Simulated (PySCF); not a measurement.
## Two runs on C$_{5}$H$_{13}$PSSi

System: C$_{5}$H$_{13}$PSSi, SMILES C[SiH2]P1CCSCC1.
Method of the first run: GIAO PBE0/pcSseg-1 NMR shielding, non-relativistic, IEF-PCM acetone (PySCF 2.14.0).

The geometry comes from this level: PBE0-D3(BJ)/def2-SVP. Text and figures count atoms from 1; the logs count them from 0 in places.

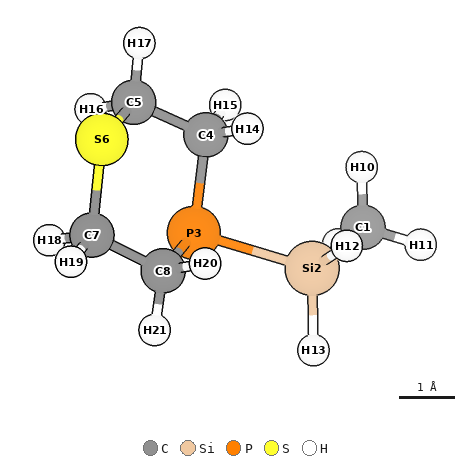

**Figure 1.** The input geometry (ball-and-stick view, seen at a tilt; atoms are numbered from 1 in the order of the input).

**Input file, the first run**
```
{"job": {"kind": "nmr", "xc": "PBE0", "basis": "pcSseg-1", "solvent": "acetone", "pop": true}, "charge": 0, "multiplicity": 1}
C      3.534484    -0.096820     0.366429
Si     1.882445    -0.574324     1.127016
P      0.300902    -0.682954    -0.481336
C      0.110312     1.147934    -0.827702
C     -1.196339     1.426761    -1.559919
S     -2.675653     1.163242    -0.541119
C     -2.483978    -0.602219    -0.162109
C     -1.206846    -0.930185     0.600640
H      3.834404    -0.831109    -0.395906
H      3.472380     0.891858    -0.113849
H      4.322174    -0.053003     1.133993
H      1.485542     0.418380     2.181054
H      1.966060    -1.923608     1.771137
H      0.146892     1.745684     0.098573
H      0.961426     1.449493    -1.461056
H     -1.272000     0.817100    -2.476015
H     -1.254268     2.483570    -1.865278
H     -2.546360    -1.184650    -1.096907
H     -3.371770    -0.853822     0.439534
H     -1.158602    -0.315949     1.515328
H     -1.215427    -1.990692     0.904443
```

The first line tells a small driver script what to run in PySCF; the rest is the geometry in Å.

Command:
```bash
OMP_NUM_THREADS=1 python <driver script> task.json out
```

Hardware: 1 CPU thread, shared host.

**Output (the first run)**
```
coarse grid: 18368 points
cycle   1  E = -1226.6275465868  dE =  5.616e-01  |g| = 3.858e-01  |ddm| = 4.157e+00
cycle   2  E = -1226.6234514087  dE =  4.095e-03  |g| = 4.105e-01  |ddm| = 7.258e-01
cycle   3  E = -1226.6669924441  dE = -4.354e-02  |g| = 4.825e-02  |ddm| = 3.694e-01
cycle   4  E = -1226.6675162991  dE = -5.239e-04  |g| = 2.119e-02  |ddm| = 8.271e-02
cycle   5  E = -1226.6676199481  dE = -1.036e-04  |g| = 5.669e-03  |ddm| = 2.562e-02
cycle   6  E = -1226.6676278708  dE = -7.923e-06  |g| = 1.206e-03  |ddm| = 6.203e-03
final grid: 161480 points
cycle   7  E = -1226.7179897624  dE = -3.110e-05  |g| = 1.004e-02  |ddm| = 3.555e-02
cycle   8  E = -1226.7179723916  dE =  1.737e-05  |g| = 1.303e-02  |ddm| = 1.976e-02
cycle   9  E = -1226.7180147755  dE = -4.238e-05  |g| = 8.105e-04  |ddm| = 1.166e-02
cycle  10  E = -1226.7180149393  dE = -1.638e-07  |g| = 1.884e-04  |ddm| = 1.083e-03
cycle  11  E = -1226.7180149483  dE = -9.086e-09  |g| = 5.153e-05  |ddm| = 2.251e-04
cycle  12  E = -1226.7180149490  dE = -6.321e-10  |g| = 1.373e-05  |ddm| = 7.051e-05
converged SCF energy = -1226.7180149490

GIAO shielding tensors (ppm)
atom      isotropic    diamagn.    paramagn.     s11        s22        s33       span
  0 C      194.214     253.573     -59.359    187.344    195.463    199.836     12.492
  1 Si     379.882     881.684    -501.802    332.016    374.200    433.430    101.414
  2 P      450.754     969.186    -518.431    415.998    443.255    493.009     77.011
  3 C      159.300     253.717     -94.417    142.030    164.208    171.661     29.631
  4 C      150.794     247.132     -96.338    143.081    151.874    157.428     14.347
  5 S      511.168    1054.951    -543.783    405.102    491.842    636.560    231.458
  6 C      150.885     247.247     -96.362    143.603    151.684    157.367     13.763
  7 C      160.256     253.057     -92.800    144.249    166.058    170.462     26.214
  8 H       31.039      29.477       1.562     26.040     28.793     38.284     12.244
  9 H       30.872      31.222      -0.349     25.367     30.465     36.785     11.417
 10 H       30.817      26.497       4.320     25.709     27.196     39.548     13.839
 11 H       27.124      30.420      -3.296     23.385     26.636     31.351      7.966
 12 H       27.119      30.156      -3.037     23.404     25.681     32.272      8.867
 13 H       29.501      32.361      -2.860     24.981     29.683     33.839      8.858
 14 H       29.430      32.412      -2.983     23.508     28.525     36.256     12.748
 15 H       28.451      29.103      -0.652     23.597     27.450     34.306     10.709
 16 H       28.524      28.228       0.296     22.343     26.690     36.540     14.197
 17 H       28.454      28.948      -0.494     23.659     27.321     34.381     10.722
 18 H       28.550      28.028       0.522     22.430     26.573     36.648     14.218
 19 H       29.486      31.897      -2.411     24.869     29.531     34.058      9.188
 20 H       29.502      31.480      -1.978     23.940     27.823     36.743     12.803
```

The input of the second run differs as follows (lines with − go, lines with + come):
```diff
-"solvent": "acetone"
-"pop": true
+"solvent": "tetrahydrofuran"
+"pop": false
```

What does this change do to the results?

The total energy of the second run is 0.7 kcal/mol higher: the change of the electrostatic solvation energy at this fixed geometry, without cavity or dispersion terms. The dipole moment goes from 1.78 to 1.71 D. Of all shieldings, the largest change is that of S6, by −2.4 ppm. The number of SCF iterations is the same.

**Output (the second run)**
```
coarse grid: 18368 points
cycle   1  E = -1226.6263630172  dE =  5.627e-01  |g| = 3.864e-01  |ddm| = 4.158e+00
cycle   2  E = -1226.6220230969  dE =  4.340e-03  |g| = 4.122e-01  |ddm| = 7.256e-01
cycle   3  E = -1226.6659179763  dE = -4.389e-02  |g| = 4.917e-02  |ddm| = 3.742e-01
cycle   4  E = -1226.6664609167  dE = -5.429e-04  |g| = 2.171e-02  |ddm| = 8.505e-02
cycle   5  E = -1226.6665705455  dE = -1.096e-04  |g| = 5.741e-03  |ddm| = 2.648e-02
cycle   6  E = -1226.6665786764  dE = -8.131e-06  |g| = 1.211e-03  |ddm| = 6.182e-03
final grid: 161480 points
cycle   7  E = -1226.7169458389  dE = -3.100e-05  |g| = 1.008e-02  |ddm| = 3.563e-02
cycle   8  E = -1226.7169278888  dE =  1.795e-05  |g| = 1.315e-02  |ddm| = 2.000e-02
cycle   9  E = -1226.7169710464  dE = -4.316e-05  |g| = 8.394e-04  |ddm| = 1.189e-02
cycle  10  E = -1226.7169712233  dE = -1.768e-07  |g| = 1.910e-04  |ddm| = 1.132e-03
cycle  11  E = -1226.7169712326  dE = -9.334e-09  |g| = 5.164e-05  |ddm| = 2.273e-04
cycle  12  E = -1226.7169712332  dE = -6.394e-10  |g| = 1.405e-05  |ddm| = 7.118e-05
converged SCF energy = -1226.7169712332

GIAO shielding tensors (ppm)
atom      isotropic    diamagn.    paramagn.     s11        s22        s33       span
  0 C      194.143     253.560     -59.417    187.278    195.364    199.787     12.509
  1 Si     380.045     881.699    -501.654    332.223    374.475    433.436    101.213
  2 P      450.360     969.126    -518.766    415.380    443.212    492.488     77.108
  3 C      159.296     253.774     -94.478    142.028    164.255    171.604     29.576
  4 C      150.764     247.072     -96.307    143.086    151.833    157.373     14.287
  5 S      508.776    1054.867    -546.090    402.128    490.354    633.847    231.719
  6 C      150.843     247.205     -96.362    143.606    151.622    157.301     13.695
  7 C      160.257     253.083     -92.826    144.230    166.112    170.428     26.199
  8 H       31.039      29.484       1.555     26.045     28.789     38.282     12.237
  9 H       30.906      31.251      -0.345     25.413     30.505     36.800     11.387
 10 H       30.827      26.522       4.305     25.725     27.211     39.544     13.820
 11 H       27.120      30.413      -3.293     23.385     26.626     31.349      7.964
 12 H       27.111      30.151      -3.039     23.396     25.670     32.267      8.871
 13 H       29.505      32.376      -2.872     25.003     29.679     33.831      8.828
 14 H       29.482      32.472      -2.990     23.574     28.589     36.283     12.710
 15 H       28.459      29.109      -0.651     23.612     27.457     34.307     10.694
 16 H       28.555      28.252       0.303     22.384     26.727     36.554     14.169
 17 H       28.461      28.956      -0.496     23.674     27.327     34.380     10.706
 18 H       28.579      28.053       0.526     22.471     26.606     36.661     14.191
 19 H       29.488      31.907      -2.420     24.883     29.526     34.054      9.170
 20 H       29.537      31.519      -1.982     23.983     27.865     36.761     12.778
```

**The two runs side by side**

```tsv
quantity	the first run	the second run
outcome	converged	converged
total energy (hartree)	−1226.718015	−1226.716971
HOMO (eV)	−6.54	−6.52
LUMO (eV)	0.44	0.43
dipole moment (D)	1.78	1.71
shielding of C1 (ppm)	194.2	194.1
shielding of Si2 (ppm)	379.9	380.0
shielding of P3 (ppm)	450.8	450.4
shielding of S6 (ppm)	511.2	508.8
shielding of C7 (ppm)	150.9	150.8
shielding of H15 (ppm)	29.4	29.5
shielding of H21 (ppm)	29.5	29.5
SCF iterations	12	12
basis functions	222	222
wall time (shared host)	37 s	35 s
```
